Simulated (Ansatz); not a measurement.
## Frequency calculation of GeH₄ClO₃F

The run: frequency calculation of GeH₄ClO₃F. Method and program: RKS B3LYP-D4/def2-SVP (Ansatz 0.2.0).

It belongs to a series of runs on one base structure; here: vibrations at the highest image of the band. Figures and captions count atoms from 1; the log counts them from 0 in places.

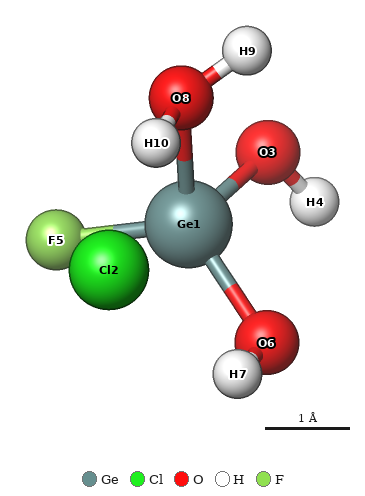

Fig. 1: The structure (ball-and-stick view, seen at an oblique angle; atoms are numbered from 1 in the order of the input). Sticks mark near contacts. Bond lengths as drawn: F–Ge 1.72 Å, Ge–O 1.75 to 1.90 Å and H–O 0.97 to 1.10 Å.

### The input
```yaml
crystal:
  periodic: [false, false, false]
  atoms:
    - { symbol: Ge, position_ang: [0.274878, 0.129402, -0.122006] }
    - { symbol: Cl, position_ang: [-1.119542, 0.452628, 2.280034] }
    - { symbol: O, position_ang: [1.708669, 0.008718, -1.136605] }
    - { symbol: H, position_ang: [1.717133, -0.800404, -1.66692] }
    - { symbol: F, position_ang: [-0.837144, 1.186627, -0.898189] }
    - { symbol: O, position_ang: [-0.19356, -1.526497, 0.180395] }
    - { symbol: H, position_ang: [-0.820577, -1.523531, 0.927774] }
    - { symbol: O, position_ang: [1.173117, 1.206354, 1.15934] }
    - { symbol: H, position_ang: [2.113092, 1.001785, 1.304696] }
    - { symbol: H, position_ang: [0.450136, 1.061418, 1.972282] }
basis:
  gaussian: { orbitals: def2-SVP }
hamiltonian:
  xc: b3lyp
  dispersion: d4
phonons: {}
```

Hardware: 4 threads of Arm Neoverse V1, 24 GiB of memory available, shared host.

Command:
```bash
ansatz run input.yaml --threads 4 --pin off --max-ram 5120MiB --backend cpu --events-out ev --progress --plain --runs-dir out
```

### What the program printed
```
Engine: ansatz 0.2.0, aarch64-unknown-linux-gnu
Functional definition: B3LYP
  parameter a0 = 0.2
  parameter ax = 0.72
  parameter ac = 0.81
  exchange = (1 - a0 - ax)*slater_x + ax*b88_x + a0*exact_x
  correlation = (1 - ac)*vwn_rpa_c + ac*lyp_c
1284 factors; integrals over basis functions are off by at most 2.5e-4 eV
mean field evaluation 1: about -77938.3003 eV, gradient 8.5e1 eV
mean field evaluation 2: about -77916.9048 eV, gradient 1.4e2 eV
mean field evaluation 4: about -77950.2374 eV, gradient 6.4e0 eV
mean field evaluation 8: about -77950.3235 eV, gradient 3.4e-1 eV
mean field evaluation 16: about -77950.3237 eV, gradient 1.4e-4 eV
mean field -77950.32370155 eV, -2864.6215594049 hartree, gradient 1.3e-5 eV, S^2 0.000000; 0 other end points of the search recorded, 0 dependent functions left out
the calculation of the forces begins
reference -77950.32392774 eV, -2864.6215677171 hartree; 43, 43 occupied and 83, 83 virtual orbitals, 1284 factors
these checks for a lower state are left out or cut short: stability, starts, cluster_reference, orbital_swaps, neighbouring_geometries, increment
1284 factors; integrals over basis functions are off by at most 2.5e-4 eV
mean field -77950.32353837 eV, -2864.6215534081 hartree, gradient 2.0e-6 eV, S^2 0.000000; 0 other end points of the search recorded, 0 dependent functions left out
[... from here on the field's lines of each further geometry are left out, up to the last ...]
the calculation of the forces begins
reference -77950.32393742 eV, -2864.6215680731 hartree; 43, 43 occupied and 83, 83 virtual orbitals, 1284 factors
these checks for a lower state are left out or cut short: stability, starts, cluster_reference, orbital_swaps, neighbouring_geometries, increment
1284 factors; integrals over basis functions are off by at most 2.6e-4 eV
mean field -77950.32361180 eV, -2864.6215561065 hartree, gradient 1.6e-6 eV, S^2 0.000000; 0 other end points of the search recorded, 0 dependent functions left out
the calculation of the forces begins
reference -77950.32383796 eV, -2864.6215644178 hartree; 43, 43 occupied and 83, 83 virtual orbitals, 1284 factors
WARN: phonons: modes at or below zero, which the zero-point energy, F, S and C_V leave out: 1, the lowest at -257.34 cm⁻¹. A minimum has none, and a first-order saddle one
Total energy: -77950.70973833 eV, -2864.6357459947 hartree
Atom 0 at     0.274878     0.129402    -0.122006 Å, force    -0.004463     0.002986    -0.007119 eV/Å
Atom 1 at    -1.119542     0.452628     2.280034 Å, force     0.001779    -0.004523     0.001073 eV/Å
Atom 2 at     1.708669     0.008718    -1.136605 Å, force    -0.004343     0.002719    -0.003729 eV/Å
Atom 3 at     1.717133    -0.800404    -1.666920 Å, force     0.001588     0.000034     0.000421 eV/Å
Atom 4 at    -0.837144     1.186627    -0.898189 Å, force     0.012329    -0.012560     0.015380 eV/Å
Atom 5 at    -0.193560    -1.526497     0.180395 Å, force    -0.005641    -0.012789    -0.000704 eV/Å
Atom 6 at    -0.820577    -1.523531     0.927774 Å, force    -0.001454     0.009582    -0.002329 eV/Å
Atom 7 at     1.173117     1.206354     1.159340 Å, force     0.016398     0.037686    -0.044979 eV/Å
Atom 8 at     2.113092     1.001785     1.304696 Å, force    -0.005038    -0.013376     0.022483 eV/Å
Atom 9 at     0.450136     1.061418     1.972282 Å, force    -0.011154    -0.009759     0.019503 eV/Å
Dipole moment:     0.831105    -0.261368    -0.036598 e Å
Vibrations: -257.34 81.56 134.84 175.44 227.22 242.44 255.41 288.49 336.44 436.14 476.39 525.14 705.05 738.87 756.03 787.75 904.91 970.49 1064.02 1140.83 1969.54 3697.83 3759.56 3836.16 cm⁻¹, zero-point energy 1.457469 eV
```

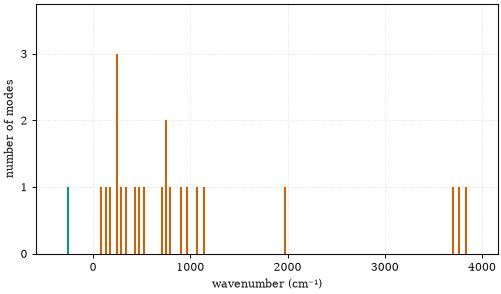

Fig. 2: Harmonic vibrational wavenumbers from the force constants; neighbouring modes closer than 19 cm⁻¹ are counted in one stick, and imaginary ones are drawn at negative wavenumbers. 24 modes from 257i to 3836 cm⁻¹, 1 imaginary beyond 8i (257i cm⁻¹): a first-order saddle point, if the geometry is stationary.

### Summary

- outcome: converged
- total energy: −77950.7097 eV
- mean-field energy: −77950.3239 eV
- largest force (length of the vector): 0.061 eV/Å
- wall time: 1.7 min (CPU time 6.3 min)
- peak memory: 0.34 GiB
